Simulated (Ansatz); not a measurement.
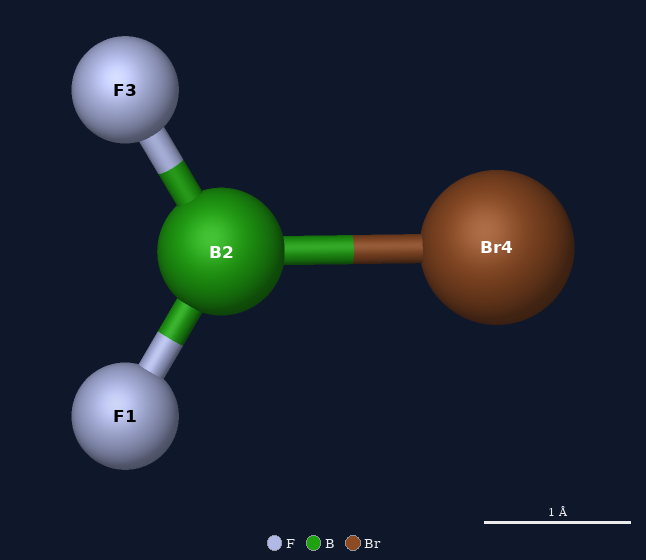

The view is orthographic, and the bar gives the scale. The geometry was computed by an optimisation with PBE0-D4/def2-TZVP.

Write Cartesian coordinates in Å in the frame of the picture: x to the right, y up, z towards the viewer, origin at the mean of the atomic positions.

```xyz
4
BBrF2
F   -0.80  -1.13  -0.06
B   -0.14   0.00   0.02
F   -0.80   1.11   0.24
Br   1.75   0.03  -0.19
```
